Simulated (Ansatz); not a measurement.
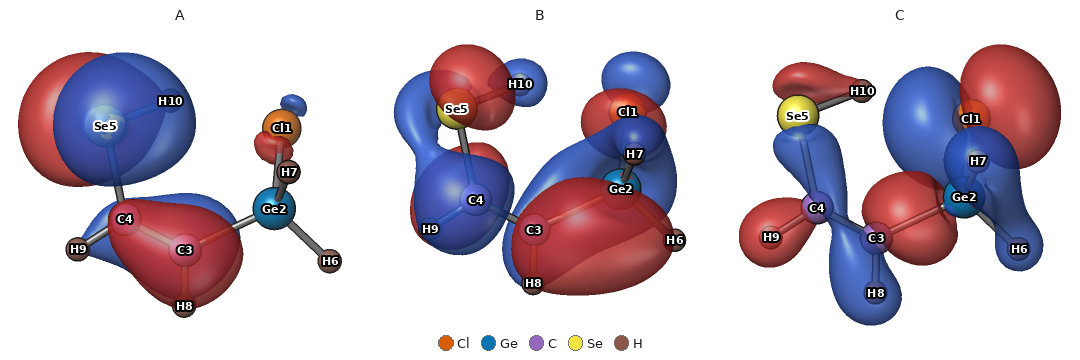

C2H5ClGeSe (SMILES [Cl][GeH2][CH]=C[SeH]). Three frontier orbitals at ±0.08 Å⁻³ᐟ² (blue and red are the two phases), in no order.

The calculation used RKS PBE0/def2-SVP in Ansatz.

```xyz
10

Cl   -1.8415   -1.0399    1.5017
Ge   -1.1715    0.6967    0.3528
C     0.1137    0.1624   -0.9795
C     1.3010   -0.4268   -0.7659
Se    2.0510   -1.0594    0.8463
H    -2.4255    1.2797   -0.3127
H    -0.5714    1.6516    1.3962
H    -0.1363    0.4119   -2.0178
H     1.9860   -0.6025   -1.6045
H     0.7777   -1.1250    1.5863
```

Q: Which picture is the HOMO−1, the HOMO and the LUMO?

A: C is the HOMO−1 (−8.47 eV). It lies mainly on Cl1 (about 60 %), C3 (about 10 %) and Ge2 (about 10 %). A is the HOMO (−6.66 eV). It lies mainly on Se5 (about 65 %), C3 (about 20 %) and C4 (about 10 %). B is the LUMO (−1.13 eV). It lies mainly on C4 (about 25 %), Ge2 (about 20 %), C3 (about 20 %), Se5 (about 10 %) and Cl1 (about 10 %).

Q: What is the HOMO–LUMO gap?

A: 5.53 eV between the orbital energies.
